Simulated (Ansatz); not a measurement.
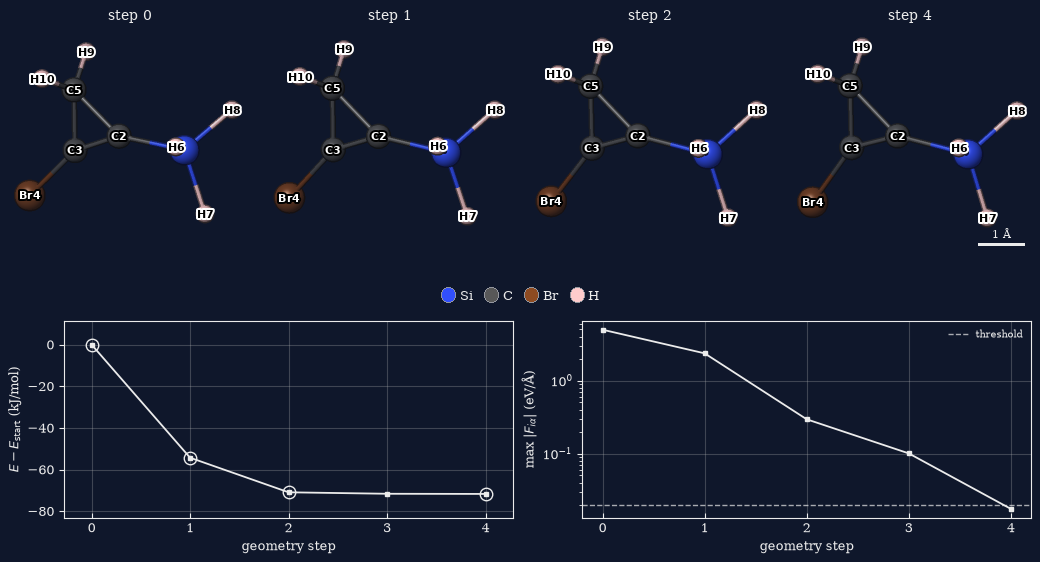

Frames of a relaxation of C3H5BrSi, marked on the history of the run. A ball-and-stick model, seen at a tilt.

The run prepares an end point of a later path (hydrogen shift) calculation, from a guessed geometry.

The calculation used Ansatz, RKS LDA/def2-SVP.

The input:
```yaml
crystal:
  periodic: [false, false, false]
  atoms:
    - { symbol: Si, position_ang: [-1.4638, -0.5553, 0.2381] }
    - { symbol: C, position_ang: [0.061, 0.0246, -0.1228] }
    - { symbol: C, position_ang: [0.9724, 0.4019, -0.9337] }
    - { symbol: Br, position_ang: [1.7668, 0.7704, -2.4894] }
    - { symbol: C, position_ang: [1.349, 0.3814, 0.4419] }
    - { symbol: H, position_ang: [-2.238, 0.4708, 1.0885] }
    - { symbol: H, position_ang: [-2.2973, -0.6981, -0.9976] }
    - { symbol: H, position_ang: [-1.4584, -1.7897, 0.9427] }
    - { symbol: H, position_ang: [1.9794, -0.4001, 0.8493] }
    - { symbol: H, position_ang: [1.4121, 1.3429, 0.9858] }
basis:
  gaussian: { orbitals: def2-SVP }
hamiltonian:
  xc: lda
relax:
  f_tol: 0.02
  max_steps: 50
output:
  orbitals: {}
```

Run as
```bash
ansatz run input.yaml --threads 2 --pin off --max-ram 3072MiB --backend cpu --events-out ev --progress --plain --runs-dir out
```

> What happens along the run?

The atom that moves furthest after the best rigid fit is Br4 (0.16 Å). Largest moves by element: Br 0.16 Å, Si 0.14 Å, H 0.14 Å, C 0.13 Å. Near-neighbour distances that change, for instance: Si1–C2 1.671 → 1.834 Å, C2–C5 1.451 → 1.545 Å, Si1–H8 1.421 → 1.506 Å, C3–Br4 1.785 → 1.828 Å. Bond angles that change, for instance: C2–C3–Br4 158.7° → 147.8°, Br4–C3–C5 136.5° → 144.9°, H6–Si1–H7 103.8° → 109.7°. After 4 geometry steps the energy has fallen by 71.7 kJ/mol. The largest force component goes from 5 to 0.017 eV/Å. The run took 5.6 s on 2 threads of Intel(R) Xeon(R) 6975P-C (Granite Rapids), on a shared host, peak memory 0.17 GiB. From step 0 to 1: Si1 moves most (0.08 Å), energy −54.3 kJ/mol. From step 1 to 2: Br4 moves most (0.09 Å), energy −16.6 kJ/mol. From step 2 to 4: Br4 moves most (0.04 Å), energy −0.79 kJ/mol.
